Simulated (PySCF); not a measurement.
SiHMe2F (C₂H₇FSi).

Method: PBE0/6-31+G*; geometry: GFN2-xTB; program: PySCF. No frequency check shows the geometry to be a minimum.

Cartesian coordinates (Å):

```
Si1     -0.0001   -0.0848   -0.3795
H2      -0.0010   -0.3922   -1.8053
C3      -1.5716    0.8008    0.1952
H4      -2.4529    0.2016   -0.0145
H5      -1.6980    1.7562   -0.3041
H6      -1.5526    0.9892    1.2657
C7       1.5717    0.8011    0.1948
H8       2.4587    0.2387   -0.0829
H9       1.5861    0.9182    1.2755
H10      1.6588    1.7895   -0.2447
F11      0.0002   -1.5473    0.3204
```

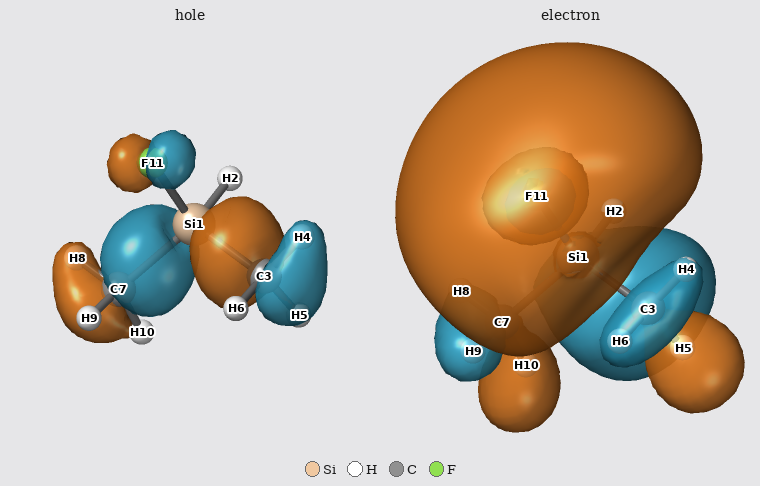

Leading natural transition orbital pair of S₂ (TDA singlet states); the surfaces enclose about 78 % of each orbital's density.

Give its energy and the atoms that hole and electron lie on.

Answer. 8.12 eV (153 nm), f = 0.003, partly diffuse acceptor orbital; the leading pair carries 99 %; hole on C3 and C7 (25 % each), Si1 (22 %) and F11 (10 %), electron on Si1 (50 %), F11 (15 %) and C3 and C7 (8 % each) (atom shares of so diffuse an orbital are rough); their centroids lie 1.0 Å apart. In canonical orbitals it is mainly HOMO → LUMO+2 (92 %). The HOMO–LUMO gap is 8.95 eV.

Run time: 2 min on 1 thread of Arm Neoverse V1 (shared host), peak memory 0.53 GiB.
